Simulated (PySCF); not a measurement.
# BSi2H5ClOF: excited-state calculation

BSi2H5ClOF, SMILES O[Si](F)(Cl)B[SiH3], computed with TDDFT CAM-B3LYP/def2-SVPD, vertical, gas phase, core orbitals frozen in the response (PySCF 2.14.0).

The geometry comes from this level: PBE0-D3(BJ)/def2-SVP.

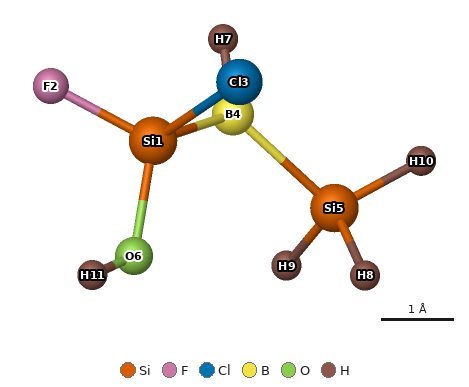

Fig. 1: The structure (ball-and-stick view, seen at a tilt; atoms are numbered from 1 in the order of the input). Bond lengths as drawn: B–H 1.21 Å, B–Si 1.98 to 2.01 Å, Cl–Si 2.07 Å, F–Si 1.62 Å, H–O 0.96 Å, H–Si 1.49 to 1.50 Å and O–Si 1.64 Å.

### Results in brief

- outcome: converged
- total energy: −1241.730787 hartree
- HOMO: −9.84 eV
- LUMO: −2.02 eV
- dipole moment: 0.99 D
- mean polarisability: 85.56 a.u.
- vertical ionisation energy: 10.57 eV
- vertical electron affinity: 1.43 eV
- lowest singlet excitation: 3.73 eV
- hardware: 1 CPU thread, shared host
- wall time: 2.5 min
- peak memory: 0.97 GiB

### The input
```
{"job": {"kind": "uv", "xc": "CAM-B3LYP", "basis": "def2-SVPD", "nstates": 6, "ntriplets": 2, "ip": true}, "charge": 0, "multiplicity": 1}
Si     1.427682    -0.603681     0.153525
F      2.187631    -1.819229     0.909465
Cl     2.567533     1.085326     0.539523
B     -0.316385    -0.007628     0.869175
Si    -1.605179     0.997789    -0.298625
O      1.378935    -0.959859    -1.449653
H     -0.569247    -0.200185     2.033618
H     -0.966670     1.629750    -1.491513
H     -2.555174    -0.061848    -0.782524
H     -2.395996     2.027795     0.442599
H      2.172537    -1.312156    -1.866368
```

The first line tells a small driver script what to run in PySCF; the rest is the geometry in Å.

Command:
```bash
OMP_NUM_THREADS=1 python <driver script> task.json out
```

### The program's output
```
coarse grid: 11232 points
cycle   1  E = -1241.4468144382  dE =  3.400e-01  |g| = 8.089e-01  |ddm| = 3.995e+00
cycle   2  E = -1241.3843295457  dE =  6.248e-02  |g| = 1.049e+00  |ddm| = 2.026e+00
cycle   3  E = -1241.5771780801  dE = -1.928e-01  |g| = 6.101e-02  |ddm| = 9.331e-01
cycle   4  E = -1241.5779860186  dE = -8.079e-04  |g| = 2.959e-02  |ddm| = 1.439e-01
cycle   5  E = -1241.5782106660  dE = -2.246e-04  |g| = 7.301e-03  |ddm| = 5.654e-02
cycle   6  E = -1241.5782211602  dE = -1.049e-05  |g| = 3.572e-03  |ddm| = 1.353e-02
cycle   7  E = -1241.5782235264  dE = -2.366e-06  |g| = 5.421e-04  |ddm| = 3.972e-03
final grid: 96480 points
cycle   8  E = -1241.7307862026  dE = -1.285e-05  |g| = 1.886e-03  |ddm| = 2.909e-02
cycle   9  E = -1241.7307862803  dE = -7.775e-08  |g| = 1.992e-03  |ddm| = 4.515e-03
cycle  10  E = -1241.7307869619  dE = -6.816e-07  |g| = 3.043e-04  |ddm| = 1.851e-03
cycle  11  E = -1241.7307869781  dE = -1.618e-08  |g| = 9.514e-05  |ddm| = 3.995e-04
cycle  12  E = -1241.7307869804  dE = -2.231e-09  |g| = 2.144e-05  |ddm| = 1.668e-04
cycle  13  E = -1241.7307869805  dE = -1.251e-10  |g| = 7.580e-06  |ddm| = 3.978e-05
```

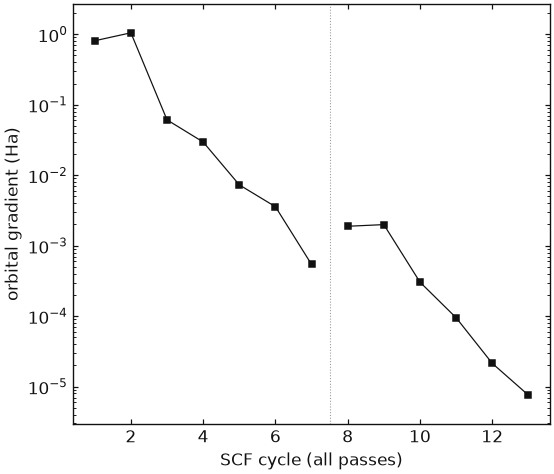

Fig. 2: Convergence of the self-consistent field: orbital gradient against the SCF cycle. The dotted line marks the change from a coarse to the final integration grid. The first 7 cycles use a coarse grid, the final grid takes over at cycle 8, and the field converges after 13 cycles in all.

```
converged SCF energy = -1241.7307869805

Static polarisability (au): isotropic 85.563, principal 77.224 79.798 99.667

Singlet excitations
state   eV       nm        f      main configurations
  1   3.7307    332.3   0.00129   H->L 0.95
  2   4.6956    264.0   0.01558   H-1->L 0.78
  3   5.9188    209.5   0.00440   H-2->L 0.91
  4   6.1285    202.3   0.07862   H-3->L 0.90
  5   6.3676    194.7   0.04045   H-5->L 0.59, H-4->L 0.23, H-1->L 0.11
  6   6.5037    190.6   0.02026   H-4->L 0.74, H-5->L 0.21

Triplet excitations (Tamm-Dancoff, eV): 2.9551 3.9396
Vertical ionisation energy (delta-SCF) = 10.5745 eV
Vertical electron affinity (delta-SCF) = 1.4277 eV
```

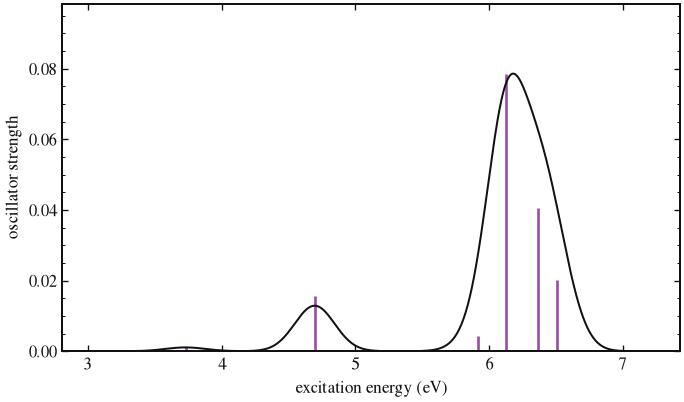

Fig. 3: Computed excitations as sticks (degenerate states added up, dark ones marked on the axis), with a Gaussian envelope of 0.35 eV full width at half maximum, scaled to the tallest. Of the 6 states the lowest lies at 3.73 eV (f = 0.001); the strongest line is at 6.13 eV, or 202 nm (f = 0.079).

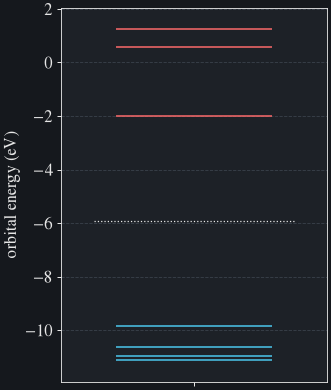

Fig. 4: Orbital energies near the frontier; the dotted line parts filled from empty levels, and levels within 0.02 eV of each other stand side by side. Highest filled −9.84 eV, lowest empty −2.02 eV, 7.82 eV apart.
